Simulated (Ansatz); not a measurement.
# BGePH (doublet): one geometry, many settings

Aim: run BGePH (doublet) at one geometry under a spread of methods and options, and see what each costs and gives.

Computed with Ansatz 0.2.0, Gaussian basis. Level: the settings change from run to run.

18 further runs of the same task are left out: 13 that didn't finish, 5 set aside as unsound or not needed.

### Step 1. The geometry

The geometry is a PBE0/def2-TZVP stationary point (not a proven minimum). No spin-orbit coupling is included. The filled d shell of Ge may be among the frozen orbitals whatever the setting's name suggests; the logs give the count.

4 atoms, charge 0, spin multiplicity 2.

Atoms are counted from 1 here; the program's logs count them from 0.

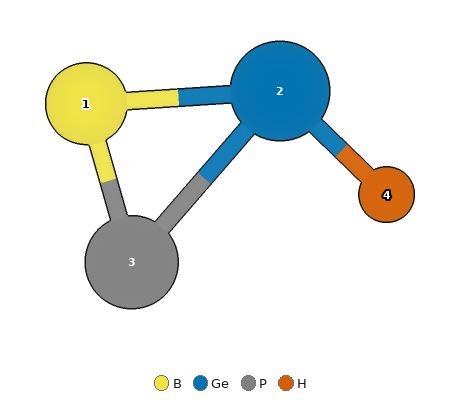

The structure; boron yellow, germanium blue, phosphorus grey, hydrogen orange; atoms are numbered from 1 in the order of the file.

### Step 2. BCCD(T) on ROHF/STO-3G

in.yaml

```yaml
crystal:
  periodic: [false, false, false]
  atoms:
    - {symbol: B, position_ang: [0.000000, -1.246974, -0.805916]}
    - {symbol: Ge, position_ang: [0.000000, 0.033178, 0.785825]}
    - {symbol: P, position_ang: [0.000000, 0.305475, -1.589983]}
    - {symbol: H, position_ang: [0.000000, 1.596606, 0.871290]}
basis:
  gaussian: {orbitals: STO-3G}
magnetization: {spin_polarized: false, initial_magnetization: 1}
correlation: {method: bccd_t, electrons: outside_noble_gas}
output: {forces: true}
```

Launch:

```console
$ ansatz run in.yaml --threads 1 --pin off --events-out ev --progress --plain --max-ram 2393MiB
```

Log, shortened:

```text
Functional definition: HF
  name "HF"
  cite "Fock, Z. Phys. 61, 126 (1930) doi:10.1007/BF01340294"
  parent pbe
[...]
352 factors; integrals over basis functions are off by at most 4.1e-5 eV
[...]
mean field -65673.09726051 eV, -2413.4418094997 hartree, gradient 7.3e-6 eV, S^2 0.750000; 6 other end points of the search recorded, 0 dependent functions left out
[...]
determinant -65673.09726051 eV, -2413.4418094997 hartree, with singles and doubles -65677.56210366 eV, -2413.6058894590 hartree
determinant -65670.28970410 eV, -2413.3386337044 hartree, with singles and doubles -65676.08503452 eV, -2413.5516081691 hartree
determinant -65669.99058931 eV, -2413.3276414389 hartree, with singles and doubles -65673.77925659 eV, -2413.4668723932 hartree
20 core orbitals not correlated, not the lowest: weight in the atoms' cores, before any rotation towards them, 0.861 or more for the frozen orbitals, at most 0.137 for the correlated occupied ones
reference -65673.09726051 eV, -2413.4418094997 hartree; 7, 6 occupied and 6, 7 virtual orbitals, 352 factors
second order -3.84115974 eV of doubles, -0.03726839 eV of singles
cycle   1  -4.45098656 eV  change    1.4e-2 eV  update   2.3e-2
[...]
cycle  14  -4.44640256 eV  change   -1.1e-6 eV  update   1.2e-6
perturbative correction -0.24049280 eV, -0.0088379473 hartree
[...]
Total energy: -65677.78415587 eV, -2413.6140497272 hartree
Atom 0 at     0.000000    -1.246974    -0.805916 Å, force     0.000000     0.971060     0.720270 eV/Å
Atom 1 at     0.000000     0.033178     0.785825 Å, force    -0.000000     0.782133    -1.509492 eV/Å
Atom 2 at     0.000000     0.305475    -1.589983 Å, force     0.000000    -0.398645     0.794832 eV/Å
Atom 3 at     0.000000     1.596606     0.871290 Å, force     0.000000    -1.354548    -0.005610 eV/Å
Dipole moment:     0.000000     0.185977    -0.018295 e Å
```

Wall time 11 s (1 thread of Intel Xeon at 2.50GHz, shared host).

From the report: correlation -4.6869 eV; largest double amplitude 0.11.

### Step 3. MP2 on UHF/6-31G

in.yaml: that of step 2 with these lines changed.

```diff
@@ -8,5 +8,6 @@
 basis:
-  gaussian: {orbitals: STO-3G}
-magnetization: {spin_polarized: false, initial_magnetization: 1}
-correlation: {method: bccd_t, electrons: outside_noble_gas}
+  gaussian: {orbitals: 6-31G, fitting: {mean_field: def2-universal-jkfit}}
+magnetization: {spin_polarized: true, initial_magnetization: 1}
+hamiltonian: {pseudopotentials: {relativity: scalar}}
+correlation: {method: mp2, electrons: outside_noble_gas}
 output: {forces: true}
```

Same command.

Log, shortened:

```text
Functional definition: HF
  name "HF"
  cite "Fock, Z. Phys. 61, 126 (1930) doi:10.1007/BF01340294"
  parent pbe
[...]
487 factors; integrals over basis functions are off by at most 8.6e-2 eV
[...]
mean field -66911.61390972 eV, -2458.9564568614 hartree, gradient 2.6e-6 eV, S^2 1.063669; 4 other end points of the search recorded, 0 dependent functions left out
20 core orbitals not correlated: weight in the atoms' cores, before any rotation towards them, 0.998 or more for the frozen orbitals, at most 0.001 for the correlated occupied ones
reference -66911.61390972 eV, -2458.9564568614 hartree; 7, 6 occupied and 26, 27 virtual orbitals, 487 factors
second order -4.11533079 eV of doubles, -0.00000000 eV of singles
[...]
Total energy: -66915.72924051 eV, -2459.1076924784 hartree
Relativity: scalar
Atom 0 at     0.000000    -1.246974    -0.805916 Å, force    -0.000000    -1.464105    -0.601233 eV/Å
Atom 1 at     0.000000     0.033178     0.785825 Å, force     0.000000     0.630268     1.107404 eV/Å
Atom 2 at     0.000000     0.305475    -1.589983 Å, force     0.000000     0.652894    -0.632377 eV/Å
Atom 3 at     0.000000     1.596606     0.871290 Å, force    -0.000000     0.180944     0.126206 eV/Å
Dipole moment:    -0.000000     0.122256     0.253052 e Å
```

It took 7.5 s on 1 thread of Intel Xeon at 2.50GHz, shared host.

From the report: ⟨S²⟩ of the determinant 1.064 (pure doublet: 0.75).

### Step 4. BCCD(T) on UHF/cc-pVDZ

in.yaml

```yaml
crystal:
  periodic: [false, false, false]
  atoms:
    - {symbol: B, position_ang: [0.000000, -1.246974, -0.805916]}
    - {symbol: Ge, position_ang: [0.000000, 0.033178, 0.785825]}
    - {symbol: P, position_ang: [0.000000, 0.305475, -1.589983]}
    - {symbol: H, position_ang: [0.000000, 1.596606, 0.871290]}
basis:
  gaussian: {orbitals: cc-pVDZ}
magnetization: {spin_polarized: true, initial_magnetization: 1}
correlation: {method: bccd_t, electrons: outside_noble_gas}
scf: {omitted_lower_state_checks: [cluster_reference]}
```

Same command.

Log, shortened:

```text
Functional definition: HF
  name "HF"
  cite "Fock, Z. Phys. 61, 126 (1930) doi:10.1007/BF01340294"
  parent pbe
[...]
696 factors; integrals over basis functions are off by at most 1.0e-3 eV
[...]
mean field -66429.26043428 eV, -2441.2302935900 hartree, gradient 2.9e-6 eV, S^2 0.959503; 4 other end points of the search recorded, 0 dependent functions left out
20 core orbitals not correlated: weight in the atoms' cores, before any rotation towards them, 0.999 or more for the frozen orbitals, at most 0.000 for the correlated occupied ones
reference -66429.26043428 eV, -2441.2302935900 hartree; 7, 6 occupied and 37, 38 virtual orbitals, 696 factors
second order -6.99259916 eV of doubles, -0.00000000 eV of singles
cycle   1  -7.46713394 eV  change   -4.7e-1 eV  update   1.1e-1
[...]
cycle  14  -7.91949830 eV  change   -3.1e-6 eV  update   1.4e-5
perturbative correction -0.53203667 eV, -0.0195519870 hartree
Total energy: -66437.71196926 eV, -2441.5408817716 hartree
Checks for a lower state left out: cluster_reference
```

It took 14 s on 1 thread of Intel Xeon at 2.50GHz, shared host.

From the report: ⟨S²⟩ of the determinant 0.960 (pure doublet: 0.75); correlation -8.4515 eV; largest double amplitude 0.08.

### Step 5. CCSD(T) on ROHF/cc-pVDZ

in.yaml: that of step 4 with these lines changed.

```diff
@@ -9,4 +9,4 @@
   gaussian: {orbitals: cc-pVDZ}
-magnetization: {spin_polarized: true, initial_magnetization: 1}
-correlation: {method: bccd_t, electrons: outside_noble_gas}
-scf: {omitted_lower_state_checks: [cluster_reference]}
+magnetization: {spin_polarized: false, initial_magnetization: 1}
+correlation: {method: ccsd_t, electrons: outside_noble_gas}
+scf: {lower_state_search: off}
```

Same command.

Log, shortened:

```text
Functional definition: HF
  name "HF"
  cite "Fock, Z. Phys. 61, 126 (1930) doi:10.1007/BF01340294"
  parent pbe
[...]
696 factors; integrals over basis functions are off by at most 1.0e-3 eV
[...]
mean field -66429.06660537 eV, -2441.2231705087 hartree, gradient 1.9e-6 eV, S^2 0.750000; 0 other end points of the search recorded, 0 dependent functions left out
20 core orbitals not correlated: weight in the atoms' cores, before any rotation towards them, 0.999 or more for the frozen orbitals, at most 0.000 for the correlated occupied ones
reference -66429.06660537 eV, -2441.2231705087 hartree; 7, 6 occupied and 37, 38 virtual orbitals, 696 factors
second order -7.29674656 eV of doubles, -0.05154923 eV of singles
cycle   1  -7.68313253 eV  change   -3.3e-1 eV  update   1.1e-1
[...]
cycle  14  -8.13817206 eV  change    1.3e-5 eV  update   7.4e-6
perturbative correction -0.50055499 eV, -0.0183950564 hartree
Total energy: -66437.70533242 eV, -2441.5406378723 hartree
Checks for a lower state left out: stability, starts, cluster_reference, orbital_swaps, neighbouring_geometries, increment
```

Wall time 6.5 s (1 thread of Intel Xeon at 2.50GHz, shared host).

From the report: correlation -8.6387 eV; T1 0.037; largest double amplitude 0.08.

### Step 6. CCSD(T) on ROHF/cc-pVDZ

in.yaml: that of step 5 with these lines changed.

```diff
@@ -10,3 +10,3 @@
 magnetization: {spin_polarized: false, initial_magnetization: 1}
-correlation: {method: ccsd_t, electrons: outside_noble_gas}
-scf: {lower_state_search: off}
+correlation: {method: ccsd_t, electrons: outside_noble_gas, diis_vectors: 1}
+scf: {lower_state_search: light}
```

The command is unchanged.

Log, shortened:

```text
Functional definition: HF
  name "HF"
  cite "Fock, Z. Phys. 61, 126 (1930) doi:10.1007/BF01340294"
  parent pbe
[...]
696 factors; integrals over basis functions are off by at most 1.0e-3 eV
[...]
mean field -66429.06660537 eV, -2441.2231705087 hartree, gradient 1.9e-6 eV, S^2 0.750000; 8 other end points of the search recorded, 0 dependent functions left out
[...]
determinant -66429.06660537 eV, -2441.2231705087 hartree, with singles and doubles -66437.20176727 eV, -2441.5221321944 hartree
determinant -66426.53806488 eV, -2441.1302483598 hartree, with singles and doubles -66435.37833317 eV, -2441.4551222273 hartree
determinant -66426.53242075 eV, -2441.1300409417 hartree, with singles and doubles -66434.49579725 eV, -2441.4226896304 hartree
20 core orbitals not correlated: weight in the atoms' cores, before any rotation towards them, 0.999 or more for the frozen orbitals, at most 0.000 for the correlated occupied ones
reference -66429.06660537 eV, -2441.2231705087 hartree; 7, 6 occupied and 37, 38 virtual orbitals, 696 factors
second order -7.29674656 eV of doubles, -0.05154923 eV of singles
cycle   1  -8.13528491 eV  change   -1.2e-4 eV  update   3.7e-3
[...]
cycle  14  -8.13816230 eV  change    6.8e-7 eV  update   1.0e-5
perturbative correction -0.50055238 eV, -0.0183949606 hartree
Total energy: -66437.70532005 eV, -2441.5406374176 hartree
```

It took 41 s on 1 thread of Intel Xeon at 2.50GHz, shared host.

From the report: correlation -8.6387 eV; T1 0.037; largest double amplitude 0.08.

### Step 7. HF/cc-pVDZ

in.yaml: that of step 6 with these lines changed.

```diff
@@ -10,3 +10,3 @@
 magnetization: {spin_polarized: false, initial_magnetization: 1}
-correlation: {method: ccsd_t, electrons: outside_noble_gas, diis_vectors: 1}
-scf: {lower_state_search: light}
+hamiltonian: {xc: hf}
+output: {forces: true, orbitals: {seedname: orbitals}}
```

Same command.

Log, shortened:

```text
Functional definition: HF
  name "HF"
  cite "Fock, Z. Phys. 61, 126 (1930) doi:10.1007/BF01340294"
  parent pbe
[...]
696 factors; integrals over basis functions are off by at most 1.0e-3 eV
[...]
mean field -66429.06660537 eV, -2441.2231705087 hartree, gradient 2.2e-5 eV, S^2 0.750000; 0 other end points of the search recorded, 0 dependent functions left out
[...]
reference -66429.06660537 eV, -2441.2231705087 hartree; 27, 26 occupied and 37, 38 virtual orbitals, 696 factors
Total energy: -66429.06660537 eV, -2441.2231705087 hartree
Atom 0 at     0.000000    -1.246974    -0.805916 Å, force    -0.000000    -0.322885    -1.042308 eV/Å
Atom 1 at     0.000000     0.033178     0.785825 Å, force     0.000000     1.024931     0.786785 eV/Å
Atom 2 at     0.000000     0.305475    -1.589983 Å, force    -0.000000    -0.430901     0.169842 eV/Å
Atom 3 at     0.000000     1.596606     0.871290 Å, force     0.000000    -0.271145     0.085680 eV/Å
Dipole moment:    -0.000000     0.104174     0.220204 e Å
```

It took 6 s on 1 thread of Intel Xeon at 2.50GHz, shared host.

### Step 8. BCCD(T) on ROHF/cc-pVDZ

in.yaml: that of step 7 with these lines changed.

```diff
@@ -10,3 +10,3 @@
 magnetization: {spin_polarized: false, initial_magnetization: 1}
-hamiltonian: {xc: hf}
-output: {forces: true, orbitals: {seedname: orbitals}}
+hamiltonian: {pseudopotentials: {relativity: scalar}}
+correlation: {method: bccd_t, electrons: outside_noble_gas, diis_vectors: 2}
```

Same command.

Log, shortened:

```text
Functional definition: HF
  name "HF"
  cite "Fock, Z. Phys. 61, 126 (1930) doi:10.1007/BF01340294"
  parent pbe
[...]
697 factors; integrals over basis functions are off by at most 1.0e-3 eV
[...]
mean field -66914.85298637 eV, -2459.0754907326 hartree, gradient 7.6e-6 eV, S^2 0.750000; 9 other end points of the search recorded, 0 dependent functions left out
[...]
determinant -66914.85298637 eV, -2459.0754907326 hartree, with singles and doubles -66922.99081779 eV, -2459.3745505213 hartree
determinant -66912.34992457 eV, -2458.9835049080 hartree, with singles and doubles -66920.31424682 eV, -2459.2761883525 hartree
determinant -66912.28024783 eV, -2458.9809443354 hartree, with singles and doubles -66921.12793023 eV, -2459.3060906662 hartree
determinant -66911.89278636 eV, -2458.9667053890 hartree, with singles and doubles -66920.41461489 eV, -2459.2798768110 hartree
20 core orbitals not correlated: weight in the atoms' cores, before any rotation towards them, 0.999 or more for the frozen orbitals, at most 0.000 for the correlated occupied ones
reference -66914.85298637 eV, -2459.0754907326 hartree; 7, 6 occupied and 37, 38 virtual orbitals, 697 factors
second order -7.30293904 eV of doubles, -0.05086286 eV of singles
cycle   1  -8.11180340 eV  change    2.6e-2 eV  update   1.9e-2
[...]
cycle  18  -8.11519382 eV  change   -8.5e-7 eV  update   1.2e-5
perturbative correction -0.53267172 eV, -0.0195753248 hartree
Total energy: -66923.50085191 eV, -2459.3932939296 hartree
Relativity: scalar
```

It took 46 s on 1 thread of Intel Xeon at 2.50GHz, shared host.

From the report: correlation -8.6479 eV; largest double amplitude 0.08.

### Step 9. BCCD(T) on ROHF/STO-3G

in.yaml: that of step 8 with these lines changed.

```diff
@@ -8,5 +8,5 @@
 basis:
-  gaussian: {orbitals: cc-pVDZ}
+  gaussian: {orbitals: STO-3G}
 magnetization: {spin_polarized: false, initial_magnetization: 1}
-hamiltonian: {pseudopotentials: {relativity: scalar}}
-correlation: {method: bccd_t, electrons: outside_noble_gas, diis_vectors: 2}
+correlation: {method: bccd_t, electrons: outside_noble_gas}
+scf: {lower_state_search: light}
```

Same command.

Log, shortened:

```text
Functional definition: HF
  name "HF"
  cite "Fock, Z. Phys. 61, 126 (1930) doi:10.1007/BF01340294"
  parent pbe
[...]
352 factors; integrals over basis functions are off by at most 4.1e-5 eV
[...]
mean field -65673.09726051 eV, -2413.4418094997 hartree, gradient 7.3e-6 eV, S^2 0.750000; 6 other end points of the search recorded, 0 dependent functions left out
[...]
determinant -65673.09726051 eV, -2413.4418094997 hartree, with singles and doubles -65677.56210366 eV, -2413.6058894590 hartree
determinant -65670.28970410 eV, -2413.3386337044 hartree, with singles and doubles -65676.08503452 eV, -2413.5516081691 hartree
determinant -65669.99058931 eV, -2413.3276414389 hartree, with singles and doubles -65673.77925659 eV, -2413.4668723932 hartree
20 core orbitals not correlated, not the lowest: weight in the atoms' cores, before any rotation towards them, 0.861 or more for the frozen orbitals, at most 0.137 for the correlated occupied ones
reference -65673.09726051 eV, -2413.4418094997 hartree; 7, 6 occupied and 6, 7 virtual orbitals, 352 factors
second order -3.84115974 eV of doubles, -0.03726839 eV of singles
cycle   1  -4.45098656 eV  change    1.4e-2 eV  update   2.3e-2
[...]
cycle  12  -4.44639885 eV  change   -2.2e-6 eV  update   4.8e-6
perturbative correction -0.24049169 eV, -0.0088379067 hartree
Total energy: -65677.78415105 eV, -2413.6140495501 hartree
```

Run time: 11 s. Hardware: 1 thread of Intel Xeon at 2.50GHz, shared host.

From the report: correlation -4.6869 eV; largest double amplitude 0.11.

### Step 10. BCCD on UHF/cc-pVDZ

in.yaml

```yaml
crystal:
  periodic: [false, false, false]
  atoms:
    - {symbol: B, position_ang: [0.000000, -1.246974, -0.805916]}
    - {symbol: Ge, position_ang: [0.000000, 0.033178, 0.785825]}
    - {symbol: P, position_ang: [0.000000, 0.305475, -1.589983]}
    - {symbol: H, position_ang: [0.000000, 1.596606, 0.871290]}
basis:
  gaussian: {orbitals: cc-pVDZ, point_charges: [{charge: 0.50, position_ang: [2.824, 0.547, 0.986]}]}
magnetization: {spin_polarized: true, initial_magnetization: 1}
correlation: {method: bccd, electrons: outside_noble_gas, diis_vectors: 2}
output: {forces: true}
```

The command is unchanged.

Log, shortened:

```text
Functional definition: HF
  name "HF"
  cite "Fock, Z. Phys. 61, 126 (1930) doi:10.1007/BF01340294"
  parent pbe
[...]
696 factors; integrals over basis functions are off by at most 1.0e-3 eV
[...]
mean field -66429.13283067 eV, -2441.2256042436 hartree, gradient 9.4e-6 eV, S^2 0.949069; 7 other end points of the search recorded, 0 dependent functions left out
determinant -66429.13283067 eV, -2441.2256042436 hartree, with singles and doubles -66437.10728795 eV, -2441.5186601435 hartree
determinant -66427.43026693 eV, -2441.1630361804 hartree, with singles and doubles -66435.34538160 eV, -2441.4539112794 hartree
determinant -66427.26706655 eV, -2441.1570386769 hartree, with singles and doubles -66434.69792281 eV, -2441.4301176076 hartree
20 core orbitals not correlated: weight in the atoms' cores, before any rotation towards them, 0.999 or more for the frozen orbitals, at most 0.000 for the correlated occupied ones
reference -66429.13283067 eV, -2441.2256042436 hartree; 7, 6 occupied and 37, 38 virtual orbitals, 696 factors
second order -7.04097756 eV of doubles, -0.00000000 eV of singles
cycle   1  -7.94211777 eV  change    3.2e-2 eV  update   2.2e-2
[...]
cycle  38  -7.95029521 eV  change    5.7e-8 eV  update   1.9e-7
[...]
Total energy: -66437.08312588 eV, -2441.5177722038 hartree
Atom 0 at     0.000000    -1.246974    -0.805916 Å, force     0.062425    -1.068589     0.135581 eV/Å
Atom 1 at     0.000000     0.033178     0.785825 Å, force    -0.063423     0.051188     0.713317 eV/Å
Atom 2 at     0.000000     0.305475    -1.589983 Å, force    -0.026775     0.892747    -0.834263 eV/Å
Atom 3 at     0.000000     1.596606     0.871290 Å, force    -0.021791     0.158579    -0.004828 eV/Å
Dipole moment:    -0.238728     0.095257    -0.023021 e Å
```

Wall time 59 s (1 thread of Intel Xeon at 2.50GHz, shared host); peak memory 0.28 GiB.

From the report: ⟨S²⟩ of the determinant 0.949 (pure doublet: 0.75); correlation -7.9503 eV; largest double amplitude 0.08.

### Step 11. All runs side by side

Where basis and cores are those of an earlier RCCSDT(Q)/cc-pVDZ run (-66437.7928 eV), and the state is the same kind, the miss against it is given.

| level | correlated | functions | energy (eV) | from RCCSDT(Q) (meV) | time |
| --- | --- | --- | --- | --- | --- |
| BCCD(T) on ROHF/STO-3G | outside noble gas | 33 | -65677.7842 |  | 11 s |
| MP2 on UHF/6-31G (relativity set) | outside noble gas | 53 | -66915.7292 |  | 7.5 s |
| BCCD(T) on UHF/cc-pVDZ | outside noble gas | 64 | -66437.7120 | 80.8 | 14 s |
| CCSD(T) on ROHF/cc-pVDZ | outside noble gas | 64 | -66437.7053 | 87.4 | 6.5 s |
| CCSD(T) on ROHF/cc-pVDZ | outside noble gas | 64 | -66437.7053 | 87.5 | 41 s |
| HF/cc-pVDZ |  | 64 | -66429.0666 | 8726.2 | 6 s |
| BCCD(T) on ROHF/cc-pVDZ (relativity set) | outside noble gas | 64 | -66923.5009 |  | 46 s |
| BCCD(T) on ROHF/STO-3G | outside noble gas | 33 | -65677.7842 |  | 11 s |
| BCCD on UHF/cc-pVDZ (beside a point charge) | outside noble gas | 64 | -66437.0831 |  | 59 s |

### Step 12. Outcome

```
quantity                                              value
    runs                                                  9
quickest                                    HF/cc-pVDZ, 6 s
 slowest  BCCD on UHF/cc-pVDZ (beside a point charge), 59 s
```

**Reading.** Total energies in different bases, with other cores or another treatment of relativity can't be set against each other. BCCD on UHF/cc-pVDZ (beside a point charge) took 10 times as long as HF/cc-pVDZ; the jobs differ in more than the method. Among the correlated runs with a miss given, it spans +81 to +87 meV. Hartree-Fock, CASSCF and CASCI lack dynamic correlation by design.
